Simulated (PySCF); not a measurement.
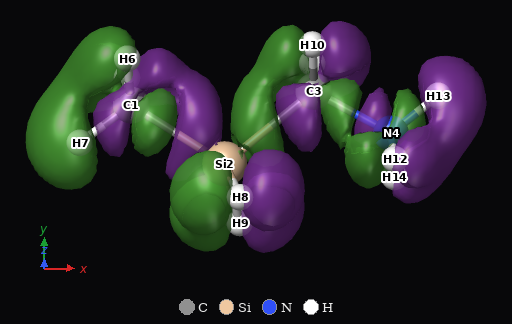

Figure 1: C2H10NSi, charge +1, SMILES `C[SiH2]C[NH3+]`. Change of the electron density in a uniform field of 0.21 V/Å, surfaces at ±0.0015 e/Å³ (purple: gain, green: loss).

Computed with PySCF, HF/def2-TZVP, geometry: GFN2-xTB. No frequency check shows the geometry to be a minimum. A basis without diffuse functions makes polarisabilities too small.

### Along which Cartesian direction does the field point?

Along −x: electrons gather on the +x side, against the field.

### How large is the response?

The induced dipole is 0.61 D (along the field); α along this axis, from the fields in both directions, is 60 bohr³ (8.9 Å³).

### Which atoms gain and lose the most charge?

Electrons gather most on H13 (Hirshfeld charge changes by −0.006 e) and leave H7 most (+0.008 e); 0.059 electrons are displaced in all.

The PySCF run took 8.3 s on 1 thread of Arm Neoverse V1, on a shared host, peak memory 0.46 GiB.
